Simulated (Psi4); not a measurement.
# GeO (SMILES [O]=[Ge]) at SCAN/cc-pV5Z (density fitting with def2-universal-jkfit, sweep point 4)

Aim: the vertical singlet–triplet gap of GeO at SCAN/cc-pV5Z (density fitting with def2-universal-jkfit, sweep point 4), from 2 runs. 

The results are computed with Psi4 1.11.

### 1 The structure to begin with

The species is GeO (2 atoms), meant as a singlet with charge 0. As SMILES, `[O]=[Ge]`. Geometry: relaxed at PBE0-D4/def2-TZVP.

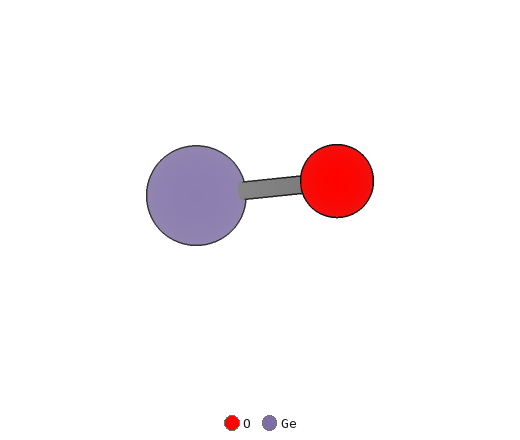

The structure, seen from a chosen angle (oxygen red, germanium purple).

### 2 The energy at SCAN/cc-pV5Z (density fitting with def2-universal-jkfit, sweep point 4)

File geo.py:

```python
import psi4

psi4.set_memory('1600 MB')
psi4.set_num_threads(1)
psi4.set_output_file('output.dat', False)

mol = psi4.geometry("""
O      0.00000000     0.00000000    -0.04353929
Ge     0.00000000     0.00000000     3.02267363
units au
symmetry c1
""")

psi4.set_options({
    'puream': True,
    'scf_type': 'df',
    'dft_radial_points': 99,
    'dft_spherical_points': 590,
    'df_basis_scf': 'def2-universal-jkfit',
})

result = psi4.energy('scan/cc-pV5Z')
print(f'scan/cc-pV5Z energy: {result:.10f} Eh')
```

The run is started by

```
python geo.py
```

output.dat:

```text
[...]
  Running in c1 symmetry.
[...]
  Nuclear repulsion =   83.490614213444772
[...]
  Multiplicity = 1
[...]
  Nalpha       = 20
  Nbeta        = 20
[...]
    Number of basis functions: 195
[...]
   @DF-RKS iter   1: -2150.79630879351407   -1.77804e+00   1.88271e-02 DIIS/ADIIS
[...]
   @DF-RKS iter  10: -2152.44474524642192   -1.59793e-07   2.68668e-07 DIIS
[...]
    Orbital Energies [Eh]
    ---------------------
    Doubly Occupied:
       1A   -398.259173     2A    -49.621219     3A    -44.102745
       4A    -44.102745     5A    -44.097455     6A    -18.937479
       7A     -6.178970     8A     -4.330772     9A     -4.330772
      10A     -4.317842    11A     -1.146882    12A     -1.143128
      13A     -1.143127    14A     -1.134575    15A     -1.134575
      16A     -0.880687    17A     -0.433355    18A     -0.291627
      19A     -0.291627    20A     -0.277268
[...]
  @DF-RKS Final Energy: -2152.44474524642192
   => Energetics <=
    Nuclear Repulsion Energy =             83.4906142134447720
    One-Electron Energy =               -3165.3193416620506468
    Two-Electron Energy =                1017.1327802141838674
    DFT Exchange-Correlation Energy =     -87.7487980119993409
    Empirical Dispersion Energy =           0.0000000000000000
    VV10 Nonlocal Energy =                  0.0000000000000000
    Total Energy =                      -2152.4447452464219168
[...]
 Multipole Moments:
 ------------------------------------------------------------------------------------
     Multipole            Electronic (a.u.)      Nuclear  (a.u.)        Total (a.u.)
 ------------------------------------------------------------------------------------
 L = 1.  Multiply by 2.5417464519 to convert [e a0] to [Debye]
 Dipole X            :         -0.0000000            0.0000000           -0.0000000
 Dipole Y            :          0.0000000            0.0000000            0.0000000
 Dipole Z            :          3.9597858           -2.7121121            1.2476738
 Magnitude           :                                                    1.2476738
[...]
```

Standard output:

```text
scan/cc-pV5Z energy: -2152.4447452464 Eh
```

Run time: 61 s. Hardware: 1 thread of Intel Xeon at 2.70GHz, shared host; peak memory 2 GiB.

### 3 The triplet at the same level

File run.py:

```python
import psi4

psi4.set_memory('1600 MB')
psi4.set_num_threads(1)
psi4.set_output_file('psi4.out', False)

molecule = psi4.geometry("""
0 3
O      0.00000000     0.00000000    -0.04353929
Ge     0.00000000     0.00000000     3.02267363
units bohr
symmetry c1
""")

options = {'basis': 'cc-pV5Z', 'reference': 'uks', 'puream': True, 'scf_type': 'df', 'dft_radial_points': 99, 'dft_spherical_points': 590, 'maxiter': 100, 'df_basis_scf': 'def2-universal-jkfit'}
psi4.set_options(options)

e, wfn = psi4.energy("scan", return_wfn=True)
print(f'scan energy: {e:.10f} Eh')
```

The run is started by

```
python run.py
```

psi4.out:

```text
[...]
  Running in c1 symmetry.
[...]
  Nuclear repulsion =   83.490614213444772
[...]
  Multiplicity = 3
[...]
  Nalpha       = 21
  Nbeta        = 19
[...]
    Number of basis functions: 195
[...]
   @DF-UKS iter   1: -2150.55432237016748   -1.53606e+00   1.91706e-02 ADIIS/DIIS
[...]
   @DF-UKS iter  11: -2152.30699563204280   -9.49562e-08   8.81698e-07 DIIS
[...]
   @S^2 Observed:                2.009867645E+00
[...]
    Orbital Energies [Eh]
    ---------------------
    Alpha Occupied:
       1A   -398.281228     2A    -49.641022     3A    -44.124149
       4A    -44.121106     5A    -44.120358     6A    -18.992510
       7A     -6.199831     8A     -4.353215     9A     -4.347223
      10A     -4.342782    11A     -1.179757    12A     -1.163153
      13A     -1.159330    14A     -1.158797    15A     -1.156582
      16A     -0.938454    17A     -0.489640    18A     -0.351139
      19A     -0.331608    20A     -0.329063    21A     -0.147527
    Alpha Virtual:
      22A     -0.129285    23A     -0.005878    24A      0.056663
      25A      0.102335    26A      0.104933    27A      0.124983
[...]
  @DF-UKS Final Energy: -2152.30699563204280
   => Energetics <=
    Nuclear Repulsion Energy =             83.4906142134447720
    One-Electron Energy =               -3164.2317319557937481
    Two-Electron Energy =                1016.1847949861285088
    DFT Exchange-Correlation Energy =     -87.7506728758222323
    Empirical Dispersion Energy =           0.0000000000000000
    VV10 Nonlocal Energy =                  0.0000000000000000
    Total Energy =                      -2152.3069956320427991
[...]
 Multipole Moments:
 ------------------------------------------------------------------------------------
     Multipole            Electronic (a.u.)      Nuclear  (a.u.)        Total (a.u.)
 ------------------------------------------------------------------------------------
 L = 1.  Multiply by 2.5417464519 to convert [e a0] to [Debye]
 Dipole X            :          0.0000000            0.0000000            0.0000000
 Dipole Y            :         -0.0000000            0.0000000           -0.0000000
 Dipole Z            :          3.5811066           -2.7121121            0.8689945
 Magnitude           :                                                    0.8689945
[...]
```

On the terminal:

```text
scan energy: -2152.3069956320 Eh
```

Wall time 77 s (1 thread of Intel Xeon at 2.70GHz, shared host); peak memory 2 GiB.

### 4 Outcome

Level: SCAN/cc-pV5Z (density fitting with def2-universal-jkfit, sweep point 4).

```
                                        quantity           value
                           singlet: total energy  -2152.44475 Eh
                          singlet: dipole moment          3.17 D
                            singlet: HOMO energy        -7.54 eV
                            singlet: LUMO energy        -2.80 eV
                          singlet: HOMO–LUMO gap         4.74 eV
                           triplet: total energy  -2152.30700 Eh
                          triplet: dipole moment          2.21 D
     triplet: HOMO energy (highest over α and β)        -4.01 eV
                                   triplet: ⟨S²⟩           2.010
vertical energy of the triplet above the singlet        3.748 eV
```

**Reading.** At this shape the triplet lies 3.75 eV (86 kcal/mol) above the singlet.
